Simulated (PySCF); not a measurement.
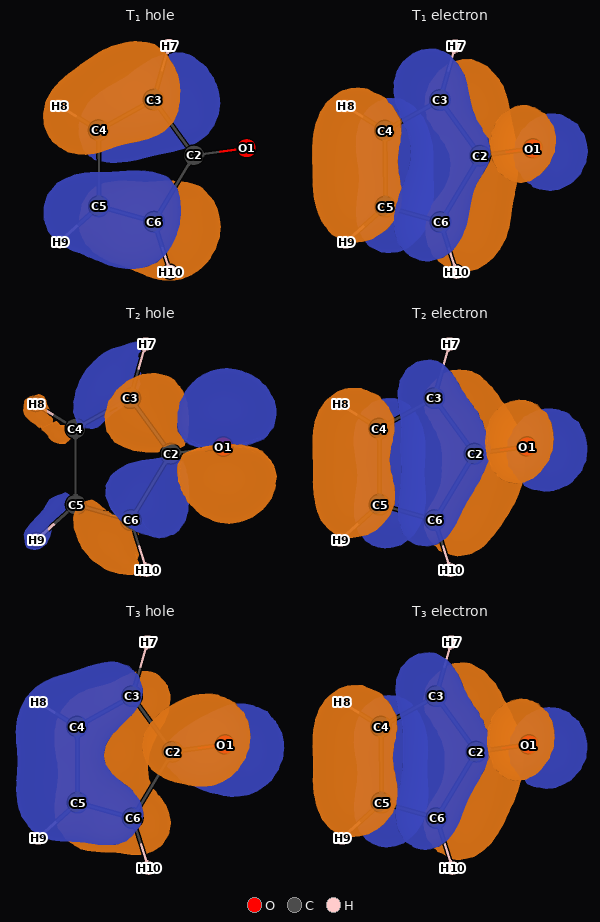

Figure. C₅H₄O, SMILES `O=C1C=CC=C1`. Leading natural transition orbitals (full linear response triplet states).

Level of theory: PBE0/def2-SVPD (PySCF), at a geometry from GFN2-xTB. No frequency check shows the geometry to be a minimum.

Input script:

```python
import numpy as np
from pyscf import gto, scf, dft, tdscf
from pyscf.scf import atom_ks, atom_hf
from scipy.linalg import block_diag

def solve(mol, dm0=None, hcore=None):
    mf = (dft.UKS if mol.spin else dft.RKS)(mol, xc='pbe0')
    mf.grids.level = 3
    mf = mf.density_fit(auxbasis='def2-universal-jkfit')
    mf.conv_tol, mf.max_cycle = 1e-8, 80
    if hcore is not None:
        mf.get_hcore = lambda *args: hcore
    mf.kernel(dm0)
    if not mf.converged:
        mf = mf.newton().run(mf.mo_coeff, mf.mo_occ, max_cycle=30)
    assert mf.converged, 'SCF not converged'
    return mf

mol = gto.M(atom='''
O     -2.02864    -0.00008     0.00000
C     -0.82498     0.00015     0.00000
C      0.08943    -1.18657     0.00000
C      1.34507    -0.73964     0.00000
C      1.34505     0.73964     0.00000
C      0.08939     1.18653     0.00000
H     -0.26617    -2.19862     0.00000
H      2.24891    -1.32233     0.00000
H      2.24888     1.32235     0.00000
H     -0.26623     2.19858     0.00000
''', basis='def2-svpd', charge=0, spin=0, verbose=4)
mf = solve(mol)
td = mf.TDDFT()
td.nstates, td.singlet, td.conv_tol = 4, False, 1e-5
td.kernel()
td.analyze()
x, y = np.array([p[0] for p in td.xy]), np.array([p[1] + 0 * p[0] for p in td.xy])
f, mu = np.zeros(len(td.e)), np.zeros((len(td.e), 3))
nto = [td.get_nto(state=i + 1, verbose=4) for i in range(len(td.e))]
# spherically averaged free atoms, for the promolecule
atm = atom_ks.get_atm_nrks(mol, xc='pbe0')
pro = block_diag(*[(atm[a[0]][2] * atm[a[0]][3]) @ atm[a[0]][2].T for a in mol._atom])
np.savez('result.npz', e=td.e, f=f, ok=td.converged, w=[n[0] for n in nto], nto=[n[1] for n in nto], x=x, y=y, c=mf.mo_coeff, occ=mf.mo_occ, eps=mf.mo_energy, pro=pro, mu=mu)
```

Run with:

```sh
OMP_NUM_THREADS=1 python input.py
```

The run took 4.7 min on 1 thread of AMD EPYC 9R45 96-Core Processor (Zen 5) (shared host), peak memory 0.91 GiB.

Describe these excited states.

By state:
- T₁: 1.41 eV (881 nm), spin-forbidden from the singlet ground state, π → π*; the leading pair carries 97 %; hole on C3 and C6 (26 % each) and C4 and C5 (17 % each), electron on C4 and C5 (18 % each), C3 and C6 (16 % each) and O1 (14 %); their centroids lie 0.3 Å apart.
- T₂: 2.14 eV (579 nm), spin-forbidden from the singlet ground state, n → π*; the leading pair carries 100 %; hole on O1 (60 %), C2 (12 %) and C3 and C6 (10 % each), electron on O1 (26 %), C2 (24 %) and C4 and C5 (13 % each); their centroids lie 1.0 Å apart.
- T₃: 3.51 eV (353 nm), spin-forbidden from the singlet ground state, π → π*; the leading pair carries 86 %; hole on O1 (29 %), C4 and C5 (18 % each) and C3 and C6 (10 % each), electron on O1 (20 %), C2 (18 %) and C4 and C5 (16 % each); their centroids lie 0.1 Å apart.
